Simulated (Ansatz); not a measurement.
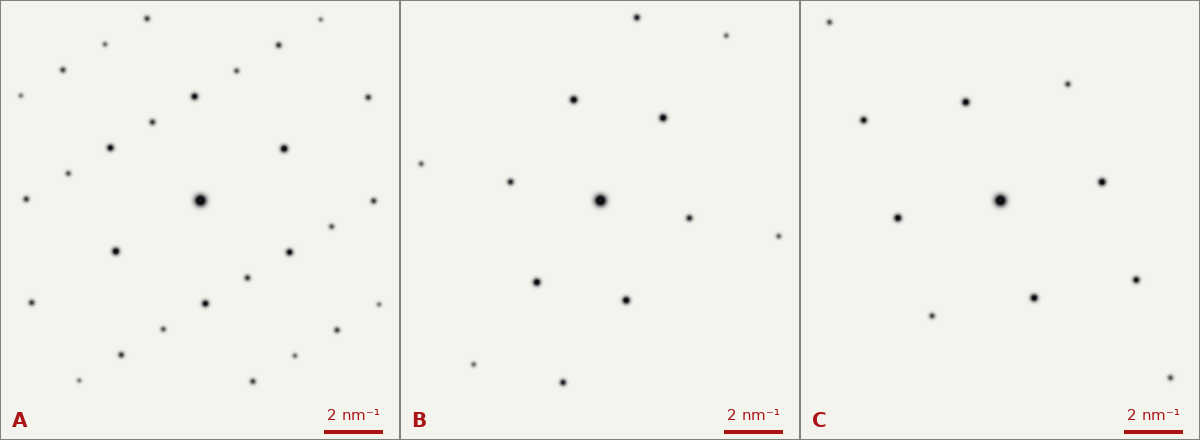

Simulated selected-area electron diffraction patterns (200 kV, kinematic approximation, thin crystal, B = 0.5 Å² for all atoms).

All three come from Gd, space group P6_3/mmc (No. 194), a = 3.62 Å, c = 5.80 Å (hexagonal axes). Structure: the end point of a relaxation at fixed volume with Ansatz 0.2.0, DFT PBE, scalar-relativistic, plane waves, PAW.

Q: Assign the zone axes [100], [101], [211] to A, B and C.

A: A is [100]: rectangular net of 0 0 1 (itself extinct) at d = 5.80 Å and 0 1 0 at d = 3.13 Å, at 90.0°. B is [101]: centred rectangular net of 0 1 0 at d = 3.13 Å and 1 0 -1 at d = 2.76 Å, at 63.9°. C is [211]: centred rectangular net of 0 1 -1 at d = 2.76 Å and -1 1 1 at d = 2.76 Å, at 80.7°.
